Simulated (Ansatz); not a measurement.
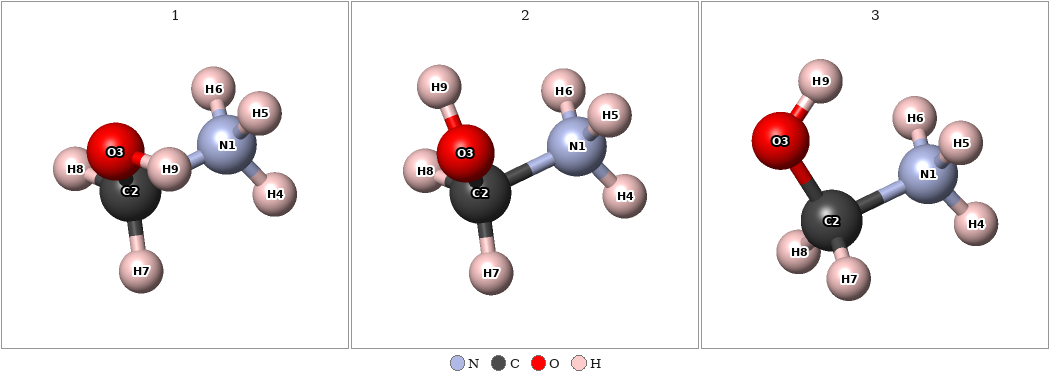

CH₆NO, SMILES [NH3+]CO, charge +1. 
- First axis: dihedral N1–C2–O3–H9. Second axis: dihedral H4–N1–C2–O3.
- Nothing is relaxed (all other coordinates rigid).
- The grid has 18 × 17 points; 154 points were computed and 152 follow by symmetry.
- Energies are in kcal/mol, from the relaxed molecule at the same level.
- All numbers below come from RHF-MP2, frozen core/def2-TZVP (Ansatz 0.2.0).

The numbered pictures are structures from this grid.

Which is the most stable, and how do the others follow?

Answer. 2, at dihedral N1–C2–O3–H9 = 80°, dihedral H4–N1–C2–O3 = 135.0°: 6.5 kcal/mol; 1, at dihedral N1–C2–O3–H9 = −60°, dihedral H4–N1–C2–O3 = 135.0°: 10.6 kcal/mol; 3, at dihedral N1–C2–O3–H9 = 0°, dihedral H4–N1–C2–O3 = 180.0°: 15.4 kcal/mol.

The map, with the structures marked:

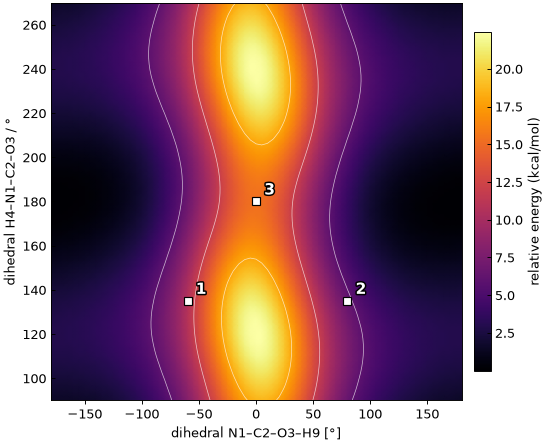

The picture shows a smooth colour map with a few white contour lines. Between grid points the surface is interpolated.
